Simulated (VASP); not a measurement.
```
CELL_PARAMETERS angstrom
      4.46240     0.00000     0.00000
      0.00000     4.46240     0.00000
      0.00000     0.00000     4.46240
ATOMIC_POSITIONS crystal
  Ni 0.14881 0.14881 0.14881
  Ni 0.64881 0.35119 0.85119
  Ni 0.85119 0.64881 0.35119
  Ni 0.35119 0.85119 0.64881
  Si 0.84698 0.84698 0.84698
  Si 0.34698 0.65302 0.15302
  Si 0.15302 0.34698 0.65302
  Si 0.65302 0.15302 0.34698
```

Level of theory: r2SCAN meta-GGA, VASP's PBE PAW potentials (set 64) (plane waves; VASP). Numerical set-up: 400 eV cut-off, 8×8×8 Γ-centred mesh, tetrahedra with Blöchl corrections, potentials Ni Si.

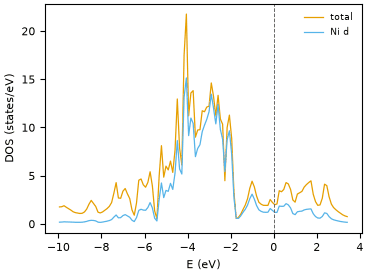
*Total and projected density of states, zero at the Fermi level*

Within 2 eV below the Fermi level the largest weight inside VASP's projection spheres is Ni d.

It has no gap at this level: it comes out as a metal or semimetal.

The structure was generated: SiNi was put into the FeSi type (P2_13), which need not be its known phase. It was relaxed first. The run is not spin-polarised, so no magnetic state was tried.
